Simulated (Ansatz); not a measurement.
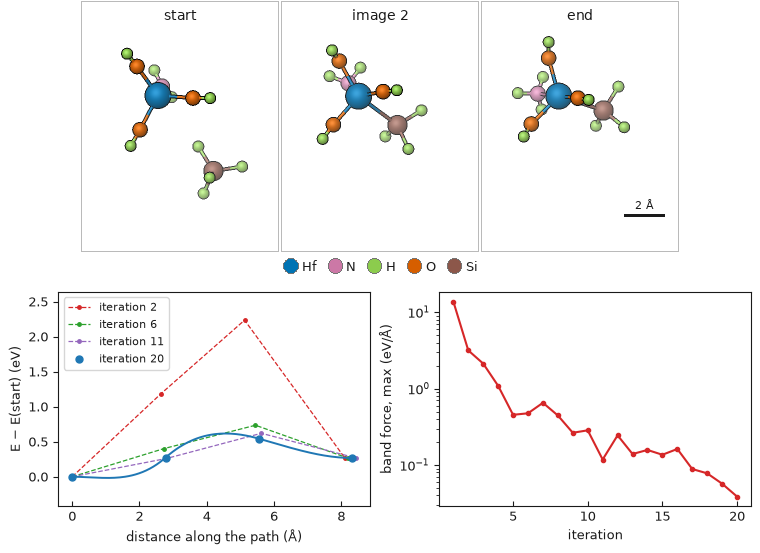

A nudged-elastic-band calculation for HfSiNH$_{9}$O$_{3}$, made up at the start of HfNH5O3 and SiH$_{4}$. Images are numbered from 0 (start) to 3 (end). The plot follows the band through its iterations. Style: ball-and-stick. Shown from a free direction.

Theory: RHF/def2-SVP in Ansatz. Set-up: 2 movable images; no climbing image; force threshold 0.05 eV/Å; iteration limit 60; starting path through a guess of the saddle point.

Q: How did the profile develop, and is the result final?

A: The run is converged, with reservations. The band converged in 20 iterations. The largest component of the band force went from 14 to 0.039 eV/Å. No image climbed, so the highest image needn't lie on the saddle point, and the true maximum along this path can be higher. So few images resolve the path coarsely. The first iteration put the highest image at 5.88 eV. The highest point, image 2, lies 0.54 eV above the start and 0.28 eV above the end; the end is at +0.27 eV relative to the start.

Limits of the set-up: the start holds two separate molecules, 2.9 Å apart at their closest, whose relative position is a soft coordinate and is computed without a dispersion correction; Hartree-Fock leaves out electron correlation.

Cost: 85 s on 4 threads of Arm Neoverse V1, on a shared host, peak memory 0.43 GiB.
